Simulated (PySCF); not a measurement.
## Electronic structure of C$_{2}$H$_{10}$Si$_{3}$ (SMILES CC1[SiH2][SiH2][SiH2]1) in real space

The calculation's input:

```
{"job": {"kind": "uv", "xc": "B3LYP", "basis": "def2-SVPD", "nstates": 8, "ntriplets": 3}, "charge": 0, "multiplicity": 1}
C     -1.915042    -0.292373    -0.414251
C     -0.692732    -0.064545     0.469190
Si     0.684553    -1.425216     0.291585
Si     2.210802     0.297410    -0.114839
Si     0.269159     1.581739     0.089541
H     -2.405794    -1.234473    -0.170216
H     -1.630980    -0.325453    -1.465154
H     -2.644306     0.507891    -0.288775
H     -1.050594    -0.044428     1.504496
H      0.779511    -2.256911     1.499414
H      0.352625    -2.358838    -0.793017
H      2.925397     0.310308    -1.399088
H      3.281805     0.511338     0.868026
H      0.113964     2.559932     1.174870
H     -0.282782     2.241609    -1.101040
```

Command:

```sh
OMP_NUM_THREADS=1 python probes_run.py task.json out
```

Geometry: GFN2-xTB.

All numbers below come from B3LYP/def2-SVPD, SCF density, gas phase in PySCF.

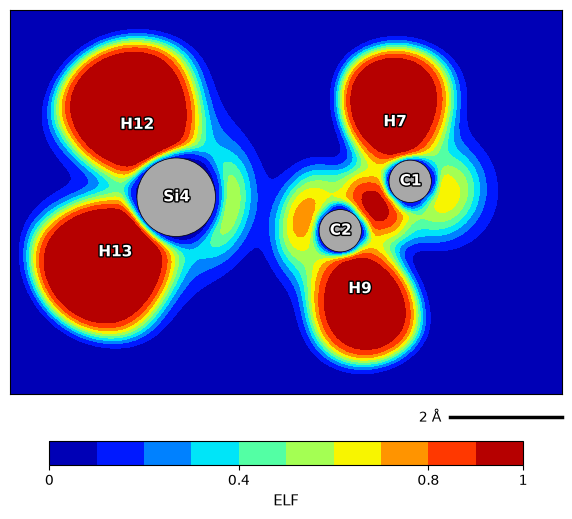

Figure 1. ELF on the plane of atoms H12, Si4 and H13. Grey discs cover the atomic cores.

Q: What do the fields say about this system?

A: Atoms in the plane: C, Si and H. C–C (1.53 Å): the ELF peaks at about 0.95 between the atoms; a shared electron pair. C–H (1.09 Å): the ELF climbs to about 1 towards the hydrogen, as it does in any bond to H; an ordinary covalent bond to hydrogen. Si–H (1.47 Å): the ELF climbs to about 1 towards the hydrogen.

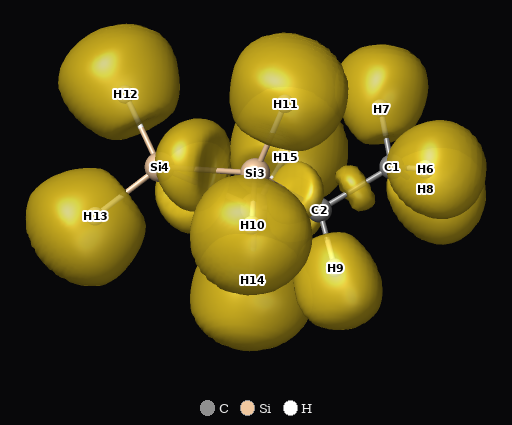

Figure 2. Isosurface of the ELF at 0.8 (yellow), seen from one side. Only the valence region is drawn (cores and ρ < 0.01 e/Å³ removed).

Q: Where are the electrons localised?

A: At this value the surface marks out one region between bonded C–C atoms (shared pairs), two regions between bonded C–Si atoms (shared pairs), two regions between bonded Si–Si atoms (shared pairs) and ten regions around hydrogen nuclei. Along the contacts the grid gives the following. C–Si (1.94 Å): the ELF peaks at about 0.95 between the atoms: a shared electron pair.
